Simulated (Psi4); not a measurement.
# SnClF (SMILES [F][Sn][Cl]): MP2/def2-TZVP (Cholesky decomposition, core potential, density fitting for correlation, cholesky tolerance 0.001, sweep point 6)

What is the vertical ionisation energy of SnClF at MP2/def2-TZVP (Cholesky decomposition, core potential, density fitting for correlation, cholesky tolerance 0.001, sweep point 6)? Input form: a Python script.

The results are computed with Psi4 1.11.

2 further runs of the same task are left out: 2 set aside as unsound or not needed.

### 1 The molecule

SnClF: 3 atoms, total charge 0, spin state singlet. As SMILES, `[F][Sn][Cl]`. The coordinates come from a PBE0-D4/def2-TZVP relaxation.

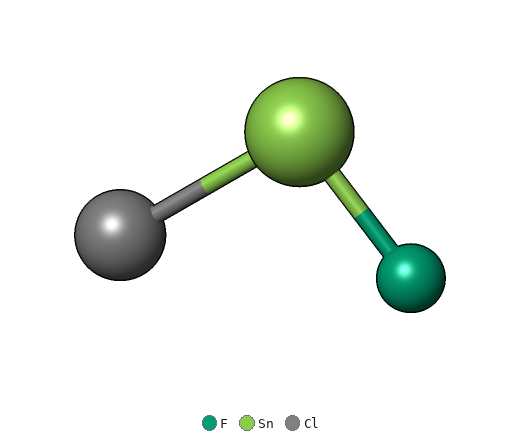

The structure, seen from a chosen angle (fluorine teal, tin green, chlorine grey).

### 2 The energy at MP2/def2-TZVP (Cholesky decomposition, core potential, density fitting for correlation, cholesky tolerance 0.001, sweep point 6)

Input file job.py:

```python
import psi4

psi4.set_memory(1600000000)
psi4.set_num_threads(1)
psi4.core.set_output_file('run.log', False)

molecule = psi4.geometry("""
F     -1.389600     0.223100    -0.744400
Sn     0.164300     0.898100     0.190700
Cl     1.214300    -1.186000     0.540500
units angstrom
symmetry c1
""")

psi4.set_options({
    'basis': 'def2-TZVP',
    'puream': True,
    'scf_type': 'cd',
    'num_frozen_docc': 10,
    'cholesky_tolerance': 0.001,
})

e_tot, wfn = psi4.energy('mp2', return_wfn=True)
print(f'mp2 energy: {e_tot:.10f} Eh')
for k, v in sorted(psi4.core.scalar_variables().items()):
    print(f'{k:45s} {v:18.10f}')
```

Command:

```console
$ python job.py
```

run.log (excerpt; [...] marks lines left out):

```text
[...]
    !!!  WARNING: ECP capability is in beta. Please check occupations closely.  !!!
[...]
  Running in c1 symmetry.
[...]
  Nuclear repulsion =  163.101645758871712
[...]
  Multiplicity = 1
[...]
  Nalpha       = 24
  Nbeta        = 24
[...]
    Number of basis functions: 118
[...]
 WARNING: Atomic UHF is not converging! Try casting from a smaller basis or call Rob at CCMST.
   -------------------------
[...]
   @RHF iter   1:  -772.33357641233499   -1.94919e+00   4.79647e-03 ADIIS/DIIS
[...]
   @RHF iter  12:  -772.44765194420256   -5.34328e-12   4.93308e-09 DIIS
[...]
    Orbital Energies [Eh]
    ---------------------
    Doubly Occupied:
       1A   -104.811553     2A    -26.236728     3A    -10.540683
       4A     -8.007244     5A     -8.006598     6A     -8.006409
       7A     -5.915881     8A     -4.108300     9A     -4.102140
      10A     -4.099083    11A     -1.525919    12A     -1.376062
      13A     -1.372926    14A     -1.369344    15A     -1.362939
      16A     -1.355147    17A     -1.062255    18A     -0.673550
      19A     -0.603597    20A     -0.597478    21A     -0.540703
      22A     -0.458709    23A     -0.456789    24A     -0.392742
[...]
  @RHF Final Energy:  -772.44765194420256
   => Energetics <=
    Nuclear Repulsion Energy =            163.1016457588717117
    One-Electron Energy =               -1477.1330357246183667
    Two-Electron Energy =                 541.5837380215441499
    Total Energy =                       -772.4476519442025619
[...]
 Multipole Moments:
 ------------------------------------------------------------------------------------
     Multipole            Electronic (a.u.)      Nuclear  (a.u.)        Total (a.u.)
 ------------------------------------------------------------------------------------
 L = 1.  Multiply by 2.5417464519 to convert [e a0] to [Debye]
 Dipole X            :         -1.6825961            2.2437521            0.5611560
 Dipole Y            :         35.2343924          -33.8806926            1.3536998
 Dipole Z            :         -0.0000000            0.0000000           -0.0000000
 Magnitude           :                                                    1.4654007
[...]
```

The script printed:

```text
mp2 energy: -773.1856171244 Eh
CURRENT CORRELATION ENERGY                         -0.7379651802
CURRENT ENERGY                                   -773.1856171244
CURRENT REFERENCE ENERGY                         -772.4476519442
CUSTOM SCS-MP2 CORRELATION ENERGY                  -0.6957247400
CUSTOM SCS-MP2 TOTAL ENERGY                      -773.1433766842
DD SOLVATION ENERGY                                 0.0000000000
HF KINETIC ENERGY                                 641.8255786587
HF POTENTIAL ENERGY                             -1414.2732306029
HF TOTAL ENERGY                                  -772.4476519442
HF VIRIAL RATIO                                     2.2035164656
MP2 CORRELATION ENERGY                             -0.7379651802
MP2 DOUBLES ENERGY                                 -0.7379651802
MP2 OPPOSITE-SPIN CORRELATION ENERGY               -0.5189265538
MP2 SAME-SPIN CORRELATION ENERGY                   -0.2190386264
MP2 SINGLES ENERGY                                 -0.0000000000
MP2 TOTAL ENERGY                                 -773.1856171244
NUCLEAR REPULSION ENERGY                          163.1016457589
ONE-ELECTRON ENERGY                             -1477.1330357246
PCM POLARIZATION ENERGY                             0.0000000000
PE ENERGY                                           0.0000000000
SCF ITERATION ENERGY                             -772.4476519442
SCF ITERATIONS                                     12.0000000000
SCF TOTAL ENERGY                                 -772.4476519442
SCS-MP2 CORRELATION ENERGY                         -0.6957247400
SCS-MP2 TOTAL ENERGY                             -773.1433766842
TWO-ELECTRON ENERGY                               541.5837380215
```

It took 9.6 s on 1 thread of Intel Xeon Platinum 8488C (Sapphire Rapids), shared host; peak memory 0.28 GiB.

### 3 The doublet cation at the same level

Input file clfsn.py:

```python
import psi4

psi4.set_memory('1600 MB')
psi4.set_num_threads(1)
psi4.set_output_file('clfsn.out', False)

molecule = psi4.geometry("""
1 2
F     -1.389600     0.223100    -0.744400
Sn     0.164300     0.898100     0.190700
Cl     1.214300    -1.186000     0.540500
symmetry c1
""")

options = {'basis': 'def2-TZVP', 'reference': 'uhf', 'puream': True, 'scf_type': 'cd', 'num_frozen_docc': 10, 'cholesky_tolerance': 0.001, 'maxiter': 150}
psi4.set_options(options)

result, w = psi4.energy("mp2", return_wfn=True)
print(f'mp2 energy: {result:.10f} Eh')
for k, v in sorted(psi4.core.scalar_variables().items()):
    print(f'{k:45s} {v:18.10f}')
```

Command:

```console
$ python clfsn.py
```

clfsn.out (excerpt; [...] marks lines left out):

```text
[...]
    !!!  WARNING: ECP capability is in beta. Please check occupations closely.  !!!
[...]
  Running in c1 symmetry.
[...]
  Nuclear repulsion =  163.101645758871712
[...]
  Multiplicity = 2
[...]
  Nalpha       = 24
  Nbeta        = 23
[...]
    Number of basis functions: 118
[...]
 WARNING: Atomic UHF is not converging! Try casting from a smaller basis or call Rob at CCMST.
   -------------------------
[...]
   @UHF iter   1:  -771.96393450204118   -1.57955e+00   4.38471e-03 DIIS/ADIIS
[...]
   @UHF iter  22:  -772.08543850280216   -1.31877e-11   6.02589e-09 DIIS
[...]
   @S^2 Observed:                8.043723850E-01
[...]
    Orbital Energies [Eh]
    ---------------------
    Alpha Occupied:
       1A   -105.093188     2A    -26.471917     3A    -10.818592
       4A     -8.295778     5A     -8.282113     6A     -8.281799
       7A     -6.201485     8A     -4.393656     9A     -4.388784
      10A     -4.382845    11A     -1.761205    12A     -1.661707
      13A     -1.657567    14A     -1.653728    15A     -1.648240
      16A     -1.631293    17A     -1.339834    18A     -0.919942
      19A     -0.832502    20A     -0.819909    21A     -0.803689
      22A     -0.710135    23A     -0.709095    24A     -0.690004
    Alpha Virtual:
      25A     -0.241181    26A     -0.156989    27A     -0.125370
[...]
  @UHF Final Energy:  -772.08543850280216
   => Energetics <=
    Nuclear Repulsion Energy =            163.1016457588717117
    One-Electron Energy =               -1464.5031676537018939
    Two-Electron Energy =                 529.3160833920280766
    Total Energy =                       -772.0854385028021625
  UHF NO Occupations:
  HONO-2 :   22  A 1.9984665
  HONO-1 :   23  A 1.9756693
[...]
 Multipole Moments:
 ------------------------------------------------------------------------------------
     Multipole            Electronic (a.u.)      Nuclear  (a.u.)        Total (a.u.)
 ------------------------------------------------------------------------------------
 L = 1.  Multiply by 2.5417464519 to convert [e a0] to [Debye]
 Dipole X            :         -1.1465608            2.2437521            1.0971912
 Dipole Y            :         35.1671059          -33.8806926            1.2864133
 Dipole Z            :         -0.0000000            0.0000000           -0.0000000
 Magnitude           :                                                    1.6907654
[...]
```

On the terminal:

```text
mp2 energy: -772.7900323312 Eh
CURRENT CORRELATION ENERGY                         -0.7045938284
CURRENT ENERGY                                   -772.7900323312
CURRENT REFERENCE ENERGY                         -772.0854385028
CUSTOM SCS-MP2 CORRELATION ENERGY                  -0.6632465868
CUSTOM SCS-MP2 TOTAL ENERGY                      -772.7486850896
DD SOLVATION ENERGY                                 0.0000000000
HF KINETIC ENERGY                                 641.4665424877
HF POTENTIAL ENERGY                             -1413.5519809905
HF TOTAL ENERGY                                  -772.0854385028
HF VIRIAL RATIO                                     2.2036254229
MP2 CORRELATION ENERGY                             -0.7045938284
MP2 DOUBLES ENERGY                                 -0.7045938284
MP2 OPPOSITE-SPIN CORRELATION ENERGY               -0.4942868969
MP2 SAME-SPIN CORRELATION ENERGY                   -0.2103069315
MP2 SINGLES ENERGY                                 -0.0000000000
MP2 TOTAL ENERGY                                 -772.7900323312
NUCLEAR REPULSION ENERGY                          163.1016457589
ONE-ELECTRON ENERGY                             -1464.5031676537
PCM POLARIZATION ENERGY                             0.0000000000
PE ENERGY                                           0.0000000000
SCF ITERATION ENERGY                             -772.0854385028
SCF ITERATIONS                                     22.0000000000
SCF TOTAL ENERGY                                 -772.0854385028
SCS-MP2 CORRELATION ENERGY                         -0.6632465868
SCS-MP2 TOTAL ENERGY                             -772.7486850896
TWO-ELECTRON ENERGY                               529.3160833920
```

It took 11 s on 1 thread of Intel Xeon Platinum 8488C (Sapphire Rapids), shared host; peak memory 0.28 GiB.

### 4 What came out

Level: MP2/def2-TZVP (Cholesky decomposition, core potential, density fitting for correlation, cholesky tolerance 0.001, sweep point 6), 10 core orbitals frozen.

```
                                                                  quantity          value
                                               singlet SnClF: total energy  -773.18562 Eh
                        singlet SnClF: HOMO energy (Hartree–Fock orbitals)      -10.69 eV
                        singlet SnClF: LUMO energy (Hartree–Fock orbitals)       -0.30 eV
                      singlet SnClF: HOMO–LUMO gap (Hartree–Fock orbitals)       10.39 eV
               singlet SnClF: correlation energy (10 core orbitals frozen)     -738.0 mEh
                                              doublet cation: total energy  -772.79003 Eh
doublet cation: HOMO energy (Hartree–Fock orbitals) (highest over α and β)      -18.73 eV
 doublet cation: LUMO energy (Hartree–Fock orbitals) (lowest over α and β)       -9.03 eV
              doublet cation: correlation energy (10 core orbitals frozen)     -704.6 mEh
                         doublet cation: ⟨S²⟩ of the reference determinant          0.804
                        vertical ionisation energy (to the doublet cation)      10.764 eV
```

In words: The vertical ionisation energy comes to 10.76 eV (248 kcal/mol).
